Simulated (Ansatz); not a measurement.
System: BClH₆Si₂ (SMILES B[SiH]([SiH3])Cl).

Input

```
crystal:
  periodic: [false, false, false]
  atoms:
    - {symbol: B, position_ang: [-1.141282, 1.447066, -0.624407]}
    - {symbol: Si, position_ang: [0.017941, -0.143611, -0.915971]}
    - {symbol: Si, position_ang: [0.855791, -0.799980, 1.182101]}
    - {symbol: Cl, position_ang: [-0.973122, -1.772140, -1.729525]}
    - {symbol: H, position_ang: [-2.333267, 1.394210, -0.644476]}
    - {symbol: H, position_ang: [-0.618493, 2.485169, -0.340003]}
    - {symbol: H, position_ang: [1.171312, 0.157645, -1.807666]}
    - {symbol: H, position_ang: [-0.268972, -1.091098, 2.109162]}
    - {symbol: H, position_ang: [1.686293, -2.021606, 1.019191]}
    - {symbol: H, position_ang: [1.686898, 0.293145, 1.754492]}
basis:
  gaussian: {orbitals: def2-TZVPP}
hamiltonian: {xc: pbe0, dispersion: d4}
output: {orbitals: {seedname: orbitals}}
```

Launched as:

```sh
ansatz run in.yaml --threads 2 --pin off --events-out ev --progress --plain --max-ram 4352MiB
```

Geometry: PBE0-D4/def2-TZVP.

All numbers below come from RKS PBE0-D4/def2-TZVPP in Ansatz 0.2.0.

What will maps of the electron density and electron localisation function show?

Answer. Si–Cl (2.07 Å): ρ at the midpoint is about 0.87 e/Å³; the ELF peaks at about 0.85 between the atoms, as expected for a shared but strongly polarised pair.
Si–Si (2.35 Å): the density is about 0.62 e/Å³ at the midpoint; the ELF peaks at about 1 between the atoms: localised, covalent bonding.
Si–H (1.49 Å): the density is about 0.8 e/Å³ at the midpoint; the ELF climbs to about 1 towards the hydrogen, as it does in any bond to H.

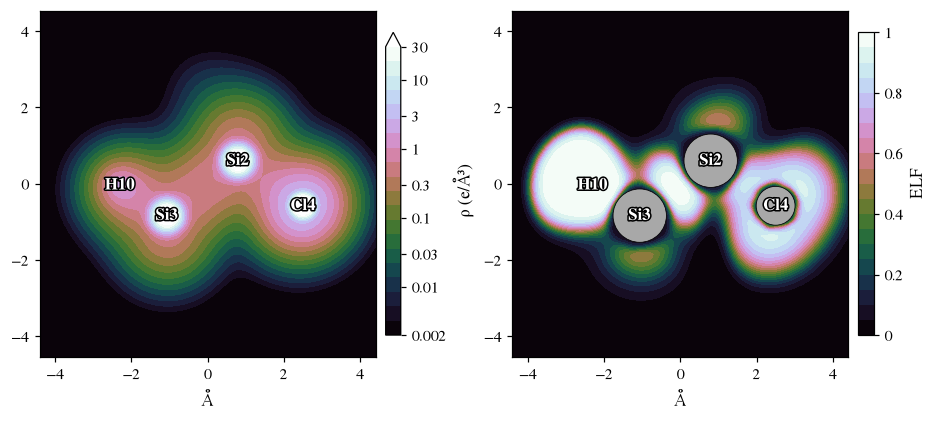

Computed electron density and electron localisation function on the plane of atoms Si3, Si2 and Cl4, in this order. Grey discs cover the atomic cores in the ELF map. 
